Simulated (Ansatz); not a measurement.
C₄H₄F₄

Input file:

```
crystal:
  periodic: [false, false, false]
  atoms:
    - {symbol: C, position_ang: [0.361706, -1.547525, -0.266651]}
    - {symbol: C, position_ang: [0.570122, -0.451185, 0.700826]}
    - {symbol: F, position_ang: [1.316675, -0.831926, 1.744087]}
    - {symbol: C, position_ang: [0.137461, 0.801406, 0.676523]}
    - {symbol: C, position_ang: [-0.699817, 1.356009, -0.421202]}
    - {symbol: F, position_ang: [-0.983575, 2.640720, -0.182197]}
    - {symbol: F, position_ang: [-0.096810, 1.301696, -1.622617]}
    - {symbol: F, position_ang: [-1.872669, 0.712840, -0.565554]}
    - {symbol: H, position_ang: [-0.128232, -2.386857, 0.233596]}
    - {symbol: H, position_ang: [-0.245785, -1.230234, -1.110388]}
    - {symbol: H, position_ang: [1.329498, -1.899789, -0.632763]}
    - {symbol: H, position_ang: [0.388425, 1.479546, 1.480337]}
basis:
  gaussian: {orbitals: def2-TZVPP}
hamiltonian: {xc: pbe0, dispersion: d4}
output: {orbitals: {seedname: orbitals}}
```

Run with:

```sh
ansatz run in.yaml --threads 4 --pin off --events-out ev --progress --plain --max-ram 11315MiB
```

Geometry: PBE0-D4/def2-TZVP.

The calculation used RKS PBE0-D4/def2-TZVPP in Ansatz 0.2.0.

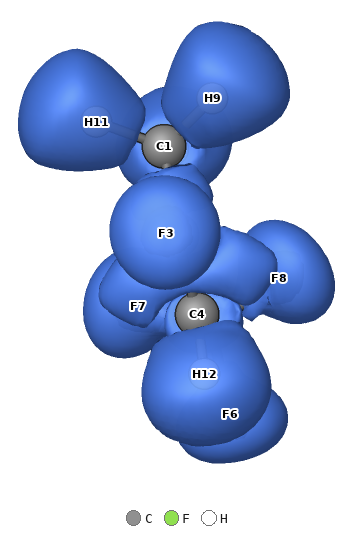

Figure 1. Isosurface of the electron localisation function at 0.75 (blue), seen at an oblique angle. Core shells and regions of very low density are left out.

### Identify the bonds, lone pairs and shells in this picture.

The ELF exceeds this value in three regions between bonded C–C atoms (shared pairs), four regions around hydrogen nuclei and four regions on F in which the atom's valence shell and bonds are merged. Along the contacts the grid gives the following. C–C (1.33 Å): the ELF peaks at about 0.95 between the atoms: a short, multiple covalent bond. C–F (1.34 Å): the ELF peaks at about 0.85 between the atoms: a shared but strongly polarised pair.

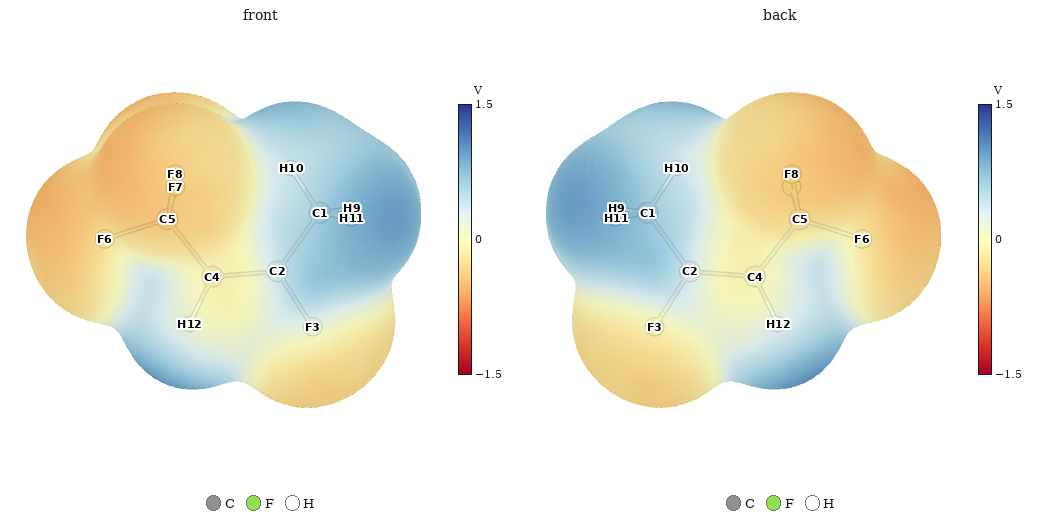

Figure 2. The molecular electrostatic potential painted on the density surface at 0.001 e/bohr³, seen from the front and from behind; red is negative and blue positive.

### Which sites attract a positive test charge, and which a negative one?

A positive charge is drawn to the negative regions and a negative charge to the positive ones. The most negative region (about −0.5 V) lies over F6, F7 and F8, the most positive (about +1.0 V) over H9, H11 and H12.

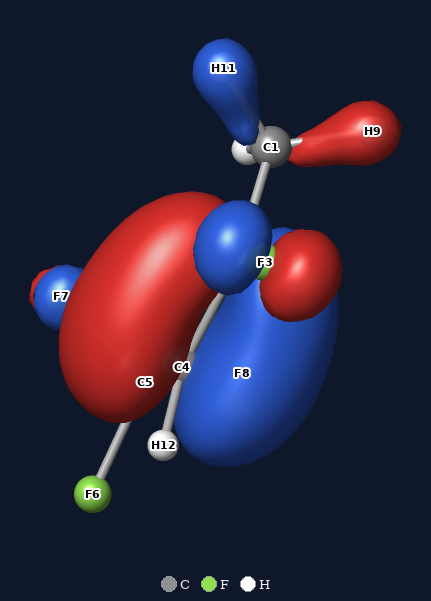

Figure 3. One frontier orbital at ±0.15 Å⁻³ᐟ² (blue and red are the two phases), seen at an oblique angle.

### Which orbital is it: HOMO or LUMO?

The HOMO, at −8.10 eV. Its weight (Hirshfeld) is mainly on C4 (about 40 %), C2 (about 25 %) and F3 (about 10 %); π-bonding across C4–C2.

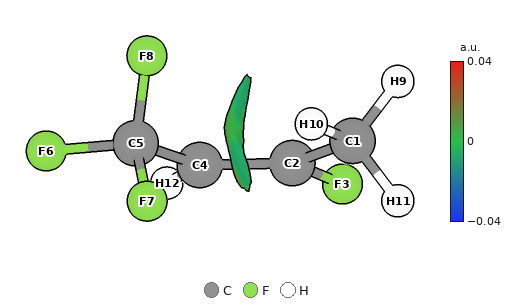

Figure 4. Non-covalent interaction (NCI) plot: the surface where the reduced density gradient is 0.6, for densities under 0.05 a.u., coloured by sign(λ₂)ρ; seen from one side.

### Which non-covalent interactions does the plot reveal?

Between H10 and C1 on one side and C5 and F7 on the other: a weak contact, attractive (blue-green) on one side and crowded (olive to red) on the other.
